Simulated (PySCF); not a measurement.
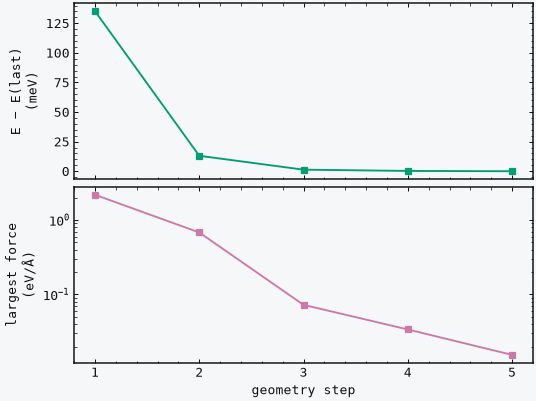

History of a geometry optimisation.

The run: C$_{3}$H$_{6}$F$_{2}$ (SMILES C[C@H](F)CF), by PySCF 2.14.0, density fitting, PBE0-D3(BJ)/def2-SVP, geometry optimisation.

How did the optimisation end?

Answer. The optimisation met its thresholds at geometry 5, counting the start as the first. The energy fell by about 140 meV from the first step to the last. The largest force goes from about 2.2 eV/Å at the start to 0.015 eV/Å at the end.
